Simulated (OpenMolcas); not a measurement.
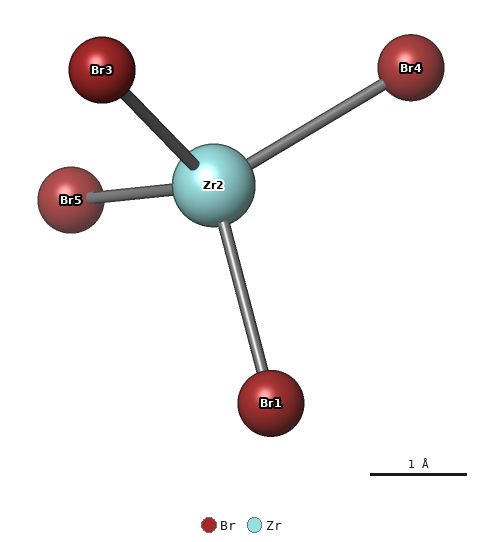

Fig. 1: The input geometry (ball-and-stick view, seen at a tilt; atoms are numbered from 1 in the order of the input). Sticks mark near contacts.

**Run report: ZrBr₄, single-point calculation (part 1 of 2)**

System: ZrBr₄, SMILES [Br][Zr]([Br])([Br])[Br].
Method: CASPT2/ANO-RCC-VDZ, DKH2 (OpenMolcas 26.06).

The geometry comes from this level: GFN2-xTB.

### Input file
```
>>> EXPORT MOLCAS_PRINT=2
&GATEWAY
Coord=struct.xyz
Basis=ANO-RCC-VDZ
Group=NoSym
RICD
&SEWARD
&RASSCF
FileOrb=$CurrDir/step2.RasOrb
Spin=1
Nactel=8 0 0
Inactive=86
Ras2=8
OrbListing=Nothing
OrbAppear=Compact
&CASPT2
Imaginary=0.2
```

### File struct.xyz
```
5

Br    -1.238400    -0.673520     2.045680
Zr    -0.000820     0.001370     0.000140
Br     2.371580    -0.711010     0.193630
Br    -1.029330    -1.087320    -1.982430
Br    -0.103020     2.470490    -0.257020
```

Launch command:
```bash
export MOLCAS_MEM=1860
pymolcas step3.input > step3.log
```

### Log
```
--- Start Module: gateway ---

                                              &GATEWAY

                       available to each process: 1.9 GB of memory, 1 thread

++    Symmetry information:
      ---------------------

                    Character Table for C1

                             E
                    a        1  x, y, xy, Rz, z, xz, Ry, yz, Rx, I
--

++    Basis set information:
      ----------------------

      Basis set label: BR.ANO-RCC...5S4P1D.

      Electronic valence basis set:
      ------------------
      Associated Effective Charge  35.000000 au
      Associated Actual Charge     35.000000 au
      Nuclear Model: Point charge

      Shell  nPrim  nBasis  Cartesian Spherical Contaminant
         s      20       5        X
         p      17       4        X
         d      11       1                 X

      Basis set label: ZR.ANO-RCC...6S5P3D.

      Electronic valence basis set:
      ------------------
      Associated Effective Charge  40.000000 au
      Associated Actual Charge     40.000000 au
      Nuclear Model: Point charge

      Shell  nPrim  nBasis  Cartesian Spherical Contaminant
         s      21       6        X
         p      18       5        X
         d      13       3                 X

      Basis set label: BR.ANO-RCC...5S4P1D.

      Electronic valence basis set:
      ------------------
      Associated Effective Charge  35.000000 au
      Associated Actual Charge     35.000000 au
      Nuclear Model: Point charge

      Shell  nPrim  nBasis  Cartesian Spherical Contaminant
         s      20       5        X
         p      17       4        X
         d      11       1                 X
--

++    Molecular structure info:
      -------------------------

                    ************************************************
                    **** Cartesian Coordinates / bohr, angstrom ****
                    ************************************************

     Center  Label                x              y              z                     x              y              z
        1      BR1             -2.340237      -1.272768       3.865775             -1.238400      -0.673520       2.045680
        2      ZR2             -0.001550       0.002589       0.000265             -0.000820       0.001370       0.000140
        3      BR3              4.481637      -1.343614       0.365908              2.371580      -0.711010       0.193630
        4      BR4             -1.945152      -2.054737      -3.746250             -1.029330      -1.087320      -1.982430
        5      BR5             -0.194680       4.668549      -0.485697             -0.103020       2.470490      -0.257020

                    ***************************************
                    *    InterNuclear Distances / bohr    *
                    ***************************************

               1 BR1           2 ZR2           3 BR3           4 BR4           5 BR5
    1 BR1      0.000000
    2 ZR2      4.694482        0.000000
    3 BR3      7.667597        4.695201        0.000000
    4 BR4      7.662277        4.695375        7.662842        0.000000
    5 BR5      7.670592        4.695173        7.664155        7.674499        0.000000

                    *******************************************
                    *    InterNuclear Distances / angstrom    *
                    *******************************************

               1 BR1           2 ZR2           3 BR3           4 BR4           5 BR5
    1 BR1      0.000000
    2 ZR2      2.484213        0.000000
    3 BR3      4.057518        2.484594        0.000000
    4 BR4      4.054702        2.484686        4.055001        0.000000
    5 BR5      4.059103        2.484578        4.055696        4.061170        0.000000
--

            Nuclear Potential Energy           2151.39860701 au

--- Stop Module: gateway /rc=_RC_ALL_IS_WELL_ ---
--- Module gateway spent 7 seconds ---

--- Start Module: seward ---

                                              &SEWARD

                       available to each process: 1.9 GB of memory, 1 thread

               SEWARD will generate:
                  Multipole Moment integrals up to order  2
                  Kinetic Energy integrals
                  Nuclear Attraction integrals (point charge)
                  One-Electron Hamiltonian integrals
                  Velocity integrals
                  Relativistic Douglas-Kroll-Hess integrals:
                    - Parametrization         : EXP
                    - DKH order of Hamiltonian: 2
                    - DKH order of Properties : 0
                         - multipole moment operators
                         - electric potential operators
                         - contact operators
                  Orbital angular momentum around ( -0.0000   0.0001   0.0000 )
                  Velocity quadrupole around ( -0.0000   0.0001   0.0000 )
                  Atomic mean-field integrals
                  RI decomposed two-electron repulsion integrals stored Cholesky style
                   - acCD auxiliary basis
                   - CD Threshold:   1.00E-04

                   Integrals are discarded if absolute value <: 1.00E-14
                   Integral cutoff threshold is set to       <: 1.00E-16

            Nuclear Potential Energy           2151.39860701 au

      Basis set specifications :
      Symmetry species         a
      Basis functions          124

--- Stop Module: seward /rc=_RC_ALL_IS_WELL_ ---
--- Module seward spent 8 seconds ---

--- Start Module: rasscf ---

                                              &RASSCF

                       available to each process: 1.9 GB of memory, 1 thread

      Header of the ONEINT file:
      --------------------------

      OrdInt status: non-squared

      Cartesian coordinates in angstrom:
      -----------------------------------------------------
      No.  Label        X            Y            Z
      -----------------------------------------------------
       1   BR1       -1.23840000  -0.67352000   2.04568000
       2   ZR2       -0.00082000   0.00137000   0.00014000
       3   BR3        2.37158000  -0.71101000   0.19363000
       4   BR4       -1.02933000  -1.08732000  -1.98243000
       5   BR5       -0.10302000   2.47049000  -0.25702000
      -----------------------------------------------------
      Nuclear repulsion energy = 2151.39860701

++    Wave function specifications:
      -----------------------------

      Number of closed shell electrons         172
      Number of electrons in active shells       8
      Max number of holes in RAS1 space          0
      Max nr of electrons in RAS3 space          0
      Number of inactive orbitals               86
      Number of active orbitals                  8
      Number of secondary orbitals              30
      Spin quantum number                      0.0
      State symmetry                             1
--

++    Orbital specifications:
      -----------------------

      Symmetry species                           1
                                                 a
      Frozen orbitals                            0
      Inactive orbitals                         86
      Active orbitals                            8
      RAS1 orbitals                              0
      RAS2 orbitals                              8
      RAS3 orbitals                              0
      Secondary orbitals                        30
      Deleted orbitals                           0
      Number of basis functions                124
--

++    CI expansion specifications:
      ----------------------------

      Number of CSFs                          1764
      Number of spin combinations             2485
      Number of determinants                  4900
      Number of root(s) required                 1
      Root chosen for geometry opt.              1
      CI root used                               1

      highest root included in the CI            1
      max. size of the explicit Hamiltonian    200
--

++    Optimization specifications:
      ----------------------------

      RASSCF algorithm: LK RI/DF
      Maximum number of macro iterations       200
      Maximum number of SX iterations          100
      Threshold for RASSCF energy            1.000E-08
      Threshold for max MO rotation          1.000E-01
      Threshold for max BLB element          1.000E-04
      Level shift parameter                  5.000E-01
      Make Quasi-Newton update
--

      The MO-coefficients are taken from the file:
      step2.RasOrb
      Title: RASSCF average (pseudo-natural) orbitals

      Total molecular charge    0.00

      ************************************************************************************************************************
      *                                            Wave function control section                                             *
      ************************************************************************************************************************

                                         RASSCF iterations: Energy and convergence statistics
                                         ----------------------------------------------------

          iter iter root      energy       change     param      element    value   shift minimum  type update hh:mm:ss
 Nr of preliminary CI iterations:   3
      Total energies have been shifted. Add               -14000.00 au
        1   1    5    1   -13.49544741    0.00E+00   1.95E-04   75  92 1  9.44E-06   0.06   0.00    SX    NO    0:00:01
        2   1    5    1   -13.49544741   -6.75E-09   8.76E-05   89 102 1 -3.16E-06   0.06   0.00    SX    NO    0:00:00
        3   1    4    1   -13.49544742   -1.31E-09   4.00E-05   89 102 1 -1.82E-06   0.06   0.00    SX    NO    0:00:00
        4   4    5    1   -13.49544829   -8.73E-07* -7.88E-05   75  92 1 -9.73E-06   0.06   0.00    SX    NO    0:00:00
        5   2    5    1   -13.49544829   -7.22E-10  -1.18E-04   75  92 1 -2.91E-06   0.06   2.50    LS   YES    0:00:00
      Convergence after  5 iterations
        6   2    5    1   -13.49544829   -2.42E-09  -1.18E-04   26  92 1 -8.55E-06   0.06   2.50    LS   YES    0:00:00

      ************************************************************************************************************************
                                                      Wave function printout:
                       occupation of active orbitals, and spin coupling of open shells (u,d: Spin up or down)
      ************************************************************************************************************************

      Note: transformation to natural orbitals
      has been made, which may change the order of the CSFs.

      printout of CI-coefficients larger than  0.05 for root  1
      energy=  -14013.495448
      conf/sym  11111111     Coeff  Weight
             1  22220000   0.98939 0.97890

      Natural orbitals and occupation numbers for root  1
      sym 1:   1.987657   1.987767   1.983079   1.998943   0.011248   0.011081   0.009898   0.010327

      ************************************************************************************************************************
      *                                                    Final results                                                     *
      ************************************************************************************************************************

++    Final optimization conditions:
      ------------------------------

      Average CI energy                          -14013.49544829
      RASSCF energy for state  1                 -14013.49544829
      Super-CI energy                                -0.00000000
      RASSCF energy change                            0.00000000
      Max change in MO coefficients               1.200E-04
      Max non-diagonal density matrix element    -1.182E-04
      Maximum BLB matrix element                 -8.548E-06
      (orbital pair  26,  92 in symmetry   1)
      Norm of electronic gradient            3.105E-05
--

      Final state energy(ies):
      ------------------------

::    RASSCF root number  1 Total energy: -14013.49544829
      Von Neumann Entropy (Root   1) =  0.19129
```
